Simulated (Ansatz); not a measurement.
Run report: CH₈Si₂, geometry relaxation (part 2 of 2)

CH₈Si₂; RHF/def2-SVP (Ansatz 0.2.0). The input holds or restrains some coordinates. Forces given for the steps count only the free coordinates. It belongs to a series of runs on one base structure; here: pulled along the bonds that form and break, towards end B.

Geometry of the input (Å):
```
Si 0.0000  0.0000  0.0000
C  1.1598  0.0000  1.7145
H  0.1602  -0.3092  2.0850
H  1.9274  -0.7111  2.0850
H  1.3918  1.0203  2.0850
H  1.6388  0.0000  0.2650
Si -1.0456  1.8115  -0.7393
H  -2.4302  1.4780  -1.0607
H  -1.0215  2.8436  0.2931
H  -0.3743  2.3069  -1.9374
H  -0.6877  -1.1914  -0.4862
```

## Trajectory as extended XYZ, continued
```
11
Properties=species:S:1:pos:R:3:forces:R:3 step=4 energy=-16869.57500
Si   -0.4542   -0.0104   -0.3675    2.3508  -1.1533   0.8836
C     1.3679    0.0102    1.7574   -2.9755   0.2252  -3.0158
H     0.2340   -0.2957    2.0519    2.6796   0.4429  -1.6342
H     1.9750   -0.7460    2.1170    1.5537  -1.0916   1.8145
H     1.4110    1.0285    2.0938    0.8902   0.2675   0.6277
H     1.8166    0.0014    0.6188   -2.2576   0.1435   2.1301
Si   -1.0719    1.8893   -0.7589   -0.9187   3.0079  -0.6318
H    -2.4446    1.4798   -1.0706   -0.5346   0.1883  -0.5002
H    -1.0219    2.8639    0.3040   -0.0267   0.7520   0.4809
H    -0.3755    2.3321   -1.9526    0.0074   1.0559  -0.4830
H    -0.7177   -1.3044   -0.4893   -0.7686  -3.8384   0.3282
11
Properties=species:S:1:pos:R:3:forces:R:3 step=5 energy=-16870.83890
Si   -0.5524   -0.0876   -0.5166    1.5056  -0.4377  -0.6643
C     1.4076    0.0116    1.7655   -1.2617  -0.4284  -0.3009
H     0.3372   -0.2810    1.9725    1.0289   0.0488  -0.9491
H     2.0139   -0.7709    2.2001    0.4121   0.3860   0.9442
H     1.4480    1.0337    2.1277    0.8042  -0.1036   0.5392
H     1.7893    0.0120    0.7329   -0.8989   0.0716  -0.2243
Si   -1.1016    1.9761   -0.7811   -0.5107   0.2340   0.0378
H    -2.4706    1.5057   -1.1028   -0.3252   0.5250  -0.4289
H    -1.0268    2.9085    0.3294   -0.0988   0.5589   0.2915
H    -0.3787    2.4040   -1.9738   -0.0022   0.8443  -0.1428
H    -0.7472   -1.4636   -0.4499   -0.6532  -1.6989   0.8977
11
Properties=species:S:1:pos:R:3:forces:R:3 step=6 energy=-16871.87288
Si   -0.4788   -0.1671   -0.6786    2.1763  -1.5959  -1.8294
C     1.4088    0.0040    1.7744    0.3510   0.0702  -0.3107
H     0.3708   -0.2903    1.9073   -0.1523  -0.1731  -0.3207
H     2.0323   -0.7396    2.2661    0.0598   0.2654   0.4454
H     1.4966    1.0173    2.1667    0.3370  -0.1850   0.2553
H     1.7826    0.0129    0.7393   -0.5502   0.0191   0.0086
Si   -1.1179    1.9602   -0.7705   -0.9596   0.5543   0.4323
H    -2.5085    1.5799   -1.1556   -0.1563   0.5175  -0.2445
H    -1.0482    2.9350    0.3338   -0.1571   0.1015   0.1338
H    -0.4026    2.4933   -1.9522   -0.0211   0.1278   0.1972
H    -0.8163   -1.5571   -0.3268   -0.9275   0.2982   1.2327
11
Properties=species:S:1:pos:R:3:forces:R:3 step=7 energy=-16872.66599
Si   -0.3591   -0.2125   -0.8258    1.5095  -2.5667  -1.0246
C     1.4048   -0.0027    1.7739    1.3412   0.4367  -0.5607
H     0.3794   -0.3011    1.8539   -0.6643  -0.2570  -0.0459
H     2.0351   -0.7138    2.3072   -0.1037   0.0481   0.1683
H     1.5224    1.0029    2.1880   -0.0013  -0.1994   0.0328
H     1.7975    0.0115    0.7314   -0.5138  -0.0128   0.5282
Si   -1.1381    1.9309   -0.7505   -0.9388   0.8896   0.1090
H    -2.5429    1.6281   -1.1885    0.0442   0.4220  -0.0071
H    -1.0706    2.9408    0.3439   -0.1519  -0.2858   0.0638
H    -0.4149    2.5236   -1.9227   -0.1377  -0.1233   0.3235
H    -0.8949   -1.5591   -0.2069   -0.3834   1.6487   0.4127
11
Properties=species:S:1:pos:R:3:forces:R:3 step=8 energy=-16873.16051
Si   -0.2212   -0.2513   -0.9011    0.2732  -2.3802   0.1646
C     1.4234   -0.0103    1.7616    1.1370   0.4190  -0.3142
H     0.3887   -0.3145    1.7774   -0.3568  -0.1551  -0.0219
H     2.0255   -0.7063    2.3445   -0.1470  -0.0815   0.0773
H     1.5263    0.9898    2.1913   -0.1098  -0.1216  -0.0422
H     1.8715    0.0041    0.7458   -0.4412  -0.0126   0.4712
Si   -1.1674    1.8807   -0.7581   -0.7038   0.9428  -0.3672
H    -2.5846    1.6845   -1.2353    0.2255   0.1893   0.1810
H    -1.1066    2.8712    0.3616   -0.0739  -0.4541   0.0691
H    -0.4366    2.5467   -1.8955   -0.1800  -0.1425   0.2848
H    -1.0002   -1.4459   -0.0881    0.3767   1.7966  -0.5027
11
Properties=species:S:1:pos:R:3:forces:R:3 step=9 energy=-16873.48149
Si   -0.1663   -0.2886   -0.8831    0.0883  -1.4353   0.0461
C     1.4520   -0.0195    1.7634    0.7634   0.2634  -0.2142
H     0.3942   -0.2603    1.7466   -0.1611  -0.0740  -0.0232
H     1.9843   -0.7673    2.3493   -0.1032  -0.0496   0.0593
H     1.5931    0.9634    2.2166   -0.0610  -0.0713  -0.0155
H     1.9170   -0.0108    0.7602   -0.3387   0.0065   0.3962
Si   -1.1674    1.8577   -0.8217   -0.5299   0.7048  -0.2018
H    -2.5805    1.6497   -1.2744    0.0971   0.0835   0.0681
H    -1.1691    2.7535    0.3723    0.0288  -0.3149   0.0436
H    -0.4875    2.6388   -1.9126   -0.0871  -0.2199   0.2422
H    -1.0510   -1.2679   -0.0126    0.3034   1.1068  -0.4009
11
Properties=species:S:1:pos:R:3:forces:R:3 step=10 energy=-16873.64968
Si   -0.1049   -0.3199   -0.9083   -0.3658  -0.6435   0.1591
C     1.4616   -0.0070    1.7462    0.5076   0.1446  -0.0787
H     0.3910   -0.1920    1.6937   -0.0804  -0.0240  -0.0233
H     1.9191   -0.7788    2.3640   -0.0448  -0.0135   0.0130
H     1.6323    0.9717    2.1954   -0.0257  -0.0336  -0.0040
H     1.9522   -0.0337    0.7603   -0.2298   0.0170   0.3215
Si   -1.1931    1.8185   -0.8279    0.1016   0.2894  -0.3063
H    -2.5974    1.6301   -1.2977    0.0583   0.0479   0.0585
H    -1.1874    2.6183    0.4276   -0.0116  -0.1907   0.0283
H    -0.4656    2.6149   -1.8634   -0.1932   0.0805   0.1227
H    -1.0891   -1.0735    0.0142    0.2838   0.3260  -0.2908
11
Properties=species:S:1:pos:R:3:forces:R:3 step=11 energy=-16873.70839
Si   -0.1475   -0.4216   -0.8659   -0.2234  -0.3825  -0.1489
C     1.4562    0.0290    1.7196    0.2703   0.0852  -0.3344
H     0.3959   -0.2114    1.6251   -0.0060   0.0175   0.1864
H     1.9401   -0.7371    2.3233   -0.0378  -0.0122   0.0019
H     1.5651    1.0055    2.1901   -0.0354  -0.0308  -0.0022
H     1.9390    0.0467    0.7301   -0.0480   0.0397   0.3931
Si   -1.1166    1.7772   -0.8587   -0.0900   0.1994   0.0185
H    -2.5254    1.6115   -1.3133    0.0149   0.0361  -0.0730
H    -1.1544    2.4277    0.4772    0.0500  -0.0257   0.0253
H    -0.4205    2.6978   -1.8018   -0.0558  -0.0612   0.0704
H    -1.2133   -0.9765    0.0783    0.1612   0.1345  -0.1373
11
Properties=species:S:1:pos:R:3:forces:R:3 step=12 energy=-16873.72963
Si   -0.1689   -0.5045   -0.9022   -0.1740  -0.0894  -0.1705
C     1.4180    0.0811    1.6715    0.2445   0.0035  -0.0421
H     0.3536   -0.1535    1.6295    0.0130   0.0063  -0.0135
H     1.9013   -0.6602    2.3079    0.0158   0.0401  -0.0200
H     1.5355    1.0769    2.0976    0.0235  -0.0214  -0.0153
H     1.8966    0.0503    0.6814   -0.1428   0.0355   0.3076
Si   -1.0784    1.7343   -0.8172   -0.0106   0.0041  -0.0099
H    -2.4824    1.6507   -1.3099    0.0286   0.0318  -0.0255
H    -1.1023    2.2913    0.5604    0.0003  -0.0022   0.0094
H    -0.3335    2.6822   -1.6849   -0.0187   0.0114   0.0061
H    -1.2208   -0.9998    0.0699    0.0205  -0.0196  -0.0261
```

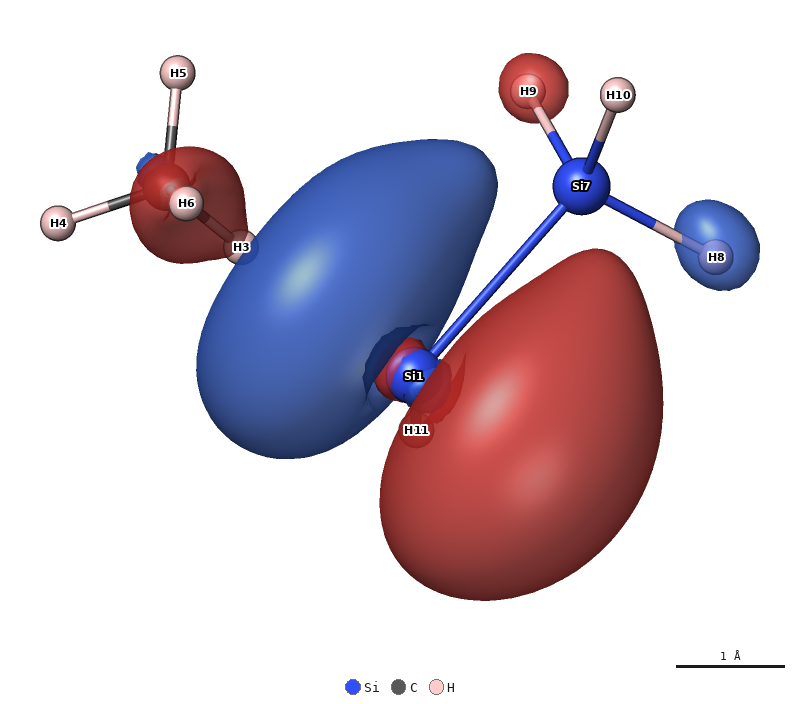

The LUMO at ±0.1 Å⁻³ᐟ² (red and blue are the two phases), seen face on. By Hirshfeld shares it lies mainly on Si1 (70 %) and Si7 (10 %). Its energy is 0.61 eV.

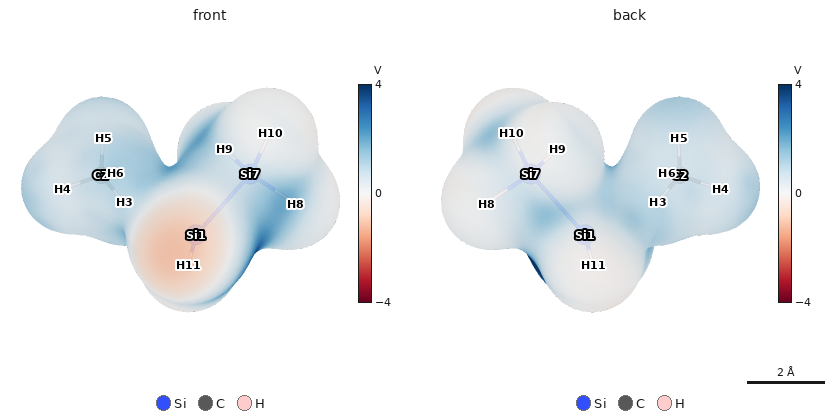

The molecular electrostatic potential painted on the density surface at 0.004 e/bohr³, seen at a tilt and from behind; the colour scale runs from red (negative) to blue (positive).

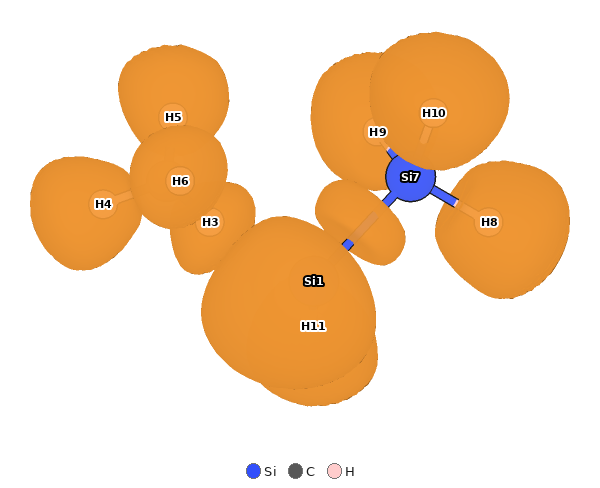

Isosurface of the ELF at 0.85 (orange), seen face on. Only the valence region is drawn (cores and ρ < 0.01 e/Å³ removed). Profiles from the grid: C2···Si1 (3.08 Å): the ELF is only about 0.05 between them.

## Summary

- outcome: converged under the restraints of the input
- total energy: −16873.7296 eV
- mean-field energy: −16873.7296 eV
- largest force (length of the vector) at the end, held atoms and coordinates included: 0.341 eV/Å
- wall time: 19 s
- peak memory: 0.16 GiB
